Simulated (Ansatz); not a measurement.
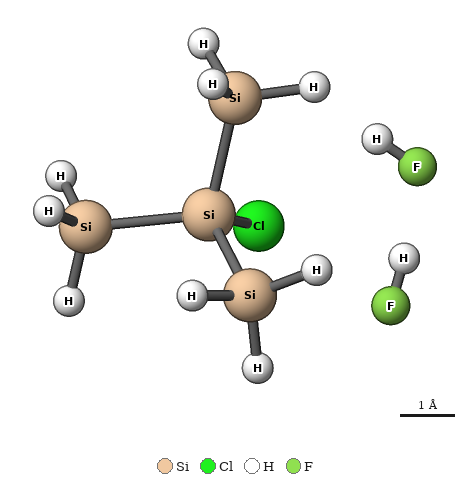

**Figure 1.** The structure as given in the input (ball-and-stick view, seen at a tilt). Bond lengths as drawn: Cl–Si 2.08 Å, F–H 0.93 Å, H–Si 1.48 to 1.50 Å and Si–Si 2.34 to 2.35 Å.

Single-point calculation of Si4H11ClF2

System: Si4H11ClF2.
Method: RKS PBE0-D4/def2-TZVPP (Ansatz 0.2.0).

The geometry is the reactant side of a reaction. The geometry comes from this level: PBE0-D4/def2-TZVP.

**Output**
```
Functional definition: PBE0
  name "PBE0"
  cite "Adamo & Barone, J. Chem. Phys. 110, 6158 (1999) doi:10.1063/1.478522"
  cite "Perdew, Burke & Ernzerhof, Phys. Rev. Lett. 77, 3865 (1996) doi:10.1103/PhysRevLett.77.3865"
  parent pbe
  parameter a = 0.25
  parameter kappa = 0.804
  parameter beta = 0.06672455060314922
  exchange = (1 - a)*pbe_x(kappa = kappa, mu = beta*pi^2/3) + a*exact_x
  correlation = pbe_c(beta = beta)
2450 factors; their error is unknown
mean field evaluation 1: about -49625.9008 eV, gradient 4.4e1 eV
mean field evaluation 2: about -49624.4552 eV, gradient 5.8e1 eV
mean field evaluation 4: about -49628.8130 eV, gradient 1.2e0 eV
mean field evaluation 8: about -49628.8162 eV, gradient 1.9e-2 eV
mean field evaluation 16: about -49628.9354 eV, gradient 7.8e-5 eV
mean field -49628.93544523 eV, -1823.8297379115 hartree, gradient 7.8e-5 eV, S^2 0.000000; 0 other end points of the search recorded, 0 dependent functions left out
reference -49628.93549047 eV, -1823.8297395739 hartree; 51, 51 occupied and 375, 375 virtual orbitals, 2450 factors
Total energy: -49629.41041511 eV, -1823.8471927326 hartree
```

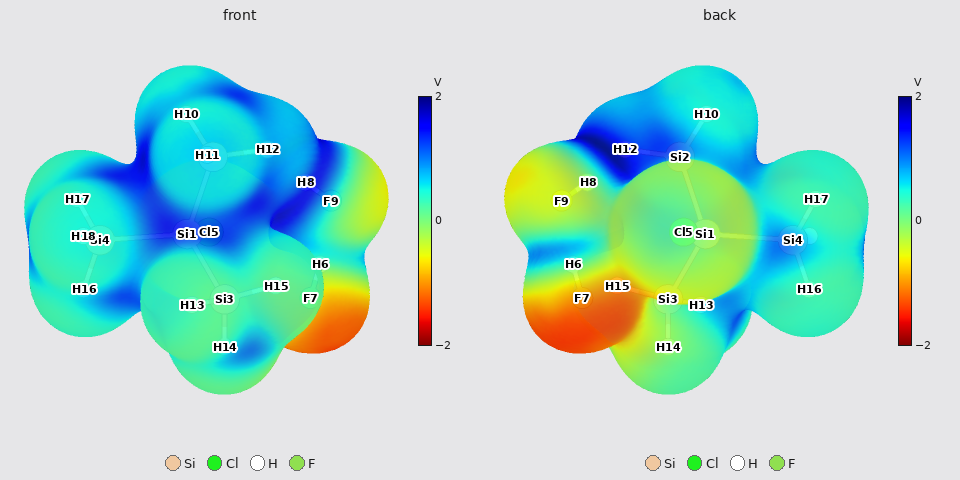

**Figure 2.** The molecular electrostatic potential painted on the density surface at 0.002 e/bohr³, seen face on and from behind; the colour scale runs from red (negative) to blue (positive).

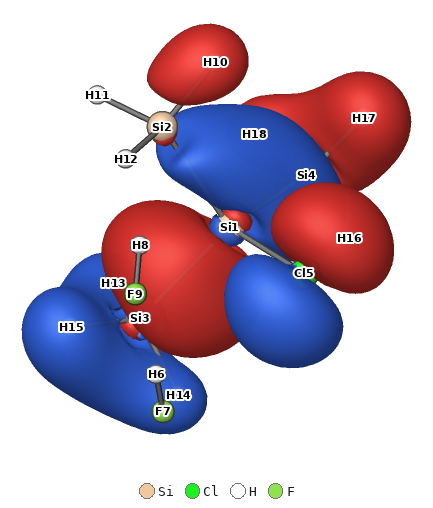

**Figure 3.** One frontier orbital at ±0.06 Å⁻³ᐟ² (red and blue are the two phases), seen at an oblique angle. The HOMO, at −7.94 eV. Its weight (Hirshfeld) is mainly on Si1 (25 %), Si3 (25 %), Cl5 (20 %) and Si4 (15 %).

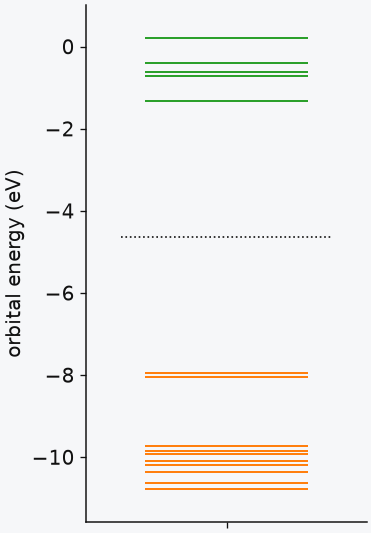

**Figure 4.** Orbital energies near the frontier; the dotted line parts filled from empty levels, and levels within 0.02 eV of each other stand side by side. Highest filled −7.94 eV, lowest empty −1.34 eV, 6.60 eV apart.

This output came from the following input.

**Input**
```yaml
crystal:
  periodic: [false, false, false]
  atoms:
    - {symbol: Si, position_ang: [-0.507667, -0.077732, -0.465159]}
    - {symbol: Si, position_ang: [-1.021337, -0.475571, 1.782450]}
    - {symbol: Si, position_ang: [1.734575, -0.633189, -0.871354]}
    - {symbol: Si, position_ang: [-1.937359, -1.316594, -1.840870]}
    - {symbol: Cl, position_ang: [-0.919724, 1.940260, -0.755913]}
    - {symbol: H, position_ang: [1.995232, 2.551767, 0.518465]}
    - {symbol: F, position_ang: [2.418146, 2.369115, -0.292096]}
    - {symbol: H, position_ang: [0.562951, 1.875913, 2.185239]}
    - {symbol: F, position_ang: [1.181701, 2.561813, 2.053868]}
    - {symbol: H, position_ang: [-2.464385, -0.284732, 2.076624]}
    - {symbol: H, position_ang: [-0.583755, -1.825098, 2.225039]}
    - {symbol: H, position_ang: [-0.280096, 0.510147, 2.639593]}
    - {symbol: H, position_ang: [1.705412, -2.111149, -1.072909]}
    - {symbol: H, position_ang: [2.236402, 0.021251, -2.101582]}
    - {symbol: H, position_ang: [2.591429, -0.342530, 0.303274]}
    - {symbol: H, position_ang: [-1.608248, -1.069488, -3.268712]}
    - {symbol: H, position_ang: [-3.349493, -0.933099, -1.580901]}
    - {symbol: H, position_ang: [-1.753782, -2.761184, -1.534956]}
basis:
  gaussian: {orbitals: def2-TZVPP}
hamiltonian: {xc: pbe0, dispersion: d4}
output: {orbitals: {seedname: orbitals}}
```

Run as:
```bash
ansatz run in.yaml --threads 4 --pin off --events-out ev --progress --plain --max-ram 66560MiB --backend cuda --devices 0, --max-vram 37GiB
```

**Results in brief**

| quantity | value |
| --- | --- |
| outcome | converged |
| total energy | −49629.4104 eV |
| mean-field energy | −49628.9355 eV |
| dispersion energy | −0.4749 eV |
| SCF solution under orbital rotations | stable |
| HOMO | −7.94 eV |
| LUMO | −1.34 eV |
| hardware | 4 CPU threads, shared host |
| wall time | 4.6 s (CPU time 6.2 s) |
| peak memory | 0.91 GiB |
